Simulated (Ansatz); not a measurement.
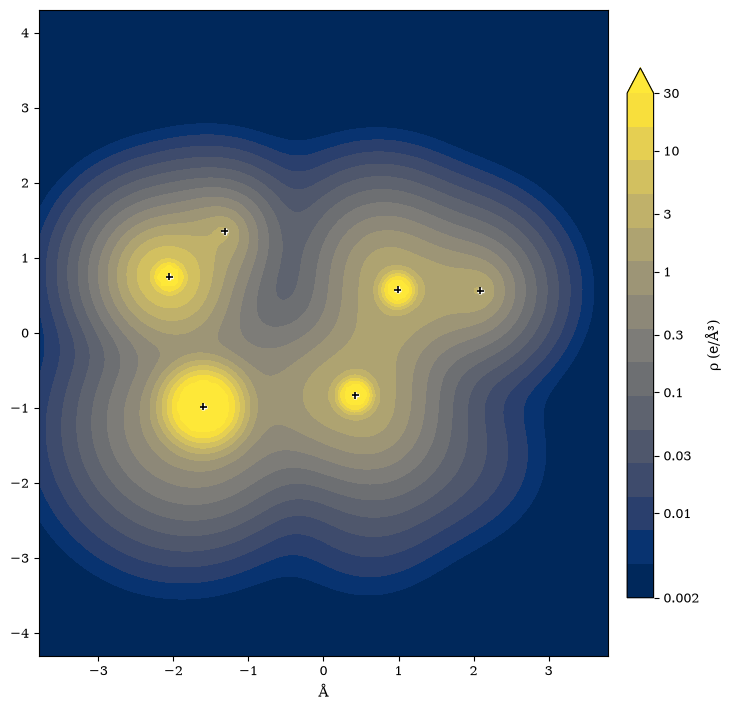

The electron density on a plane through atoms (crosses mark nuclei in the plane).

Level of theory: Ansatz, RKS PBE0-D4/def2-TZVPP.

Candidates:
A. C₃H₈GeO (SMILES C[CH](C)[Ge][OH])
B. CH₃Cl₃SeSn (SMILES C[Se][Sn]([Cl])([Cl])[Cl])
C. C₂H₄BF₃O (SMILES BOCC(F)(F)F)

Which system is this?

Candidate A: C₃H₈GeO on the plane of atoms C2, Ge4 and O5, which holds C, Ge, O and H. C–C (1.52 Å): ρ is about 1.7 e/Å³ halfway. Ge–O (1.79 Å): ρ is about 0.96 e/Å³ halfway.
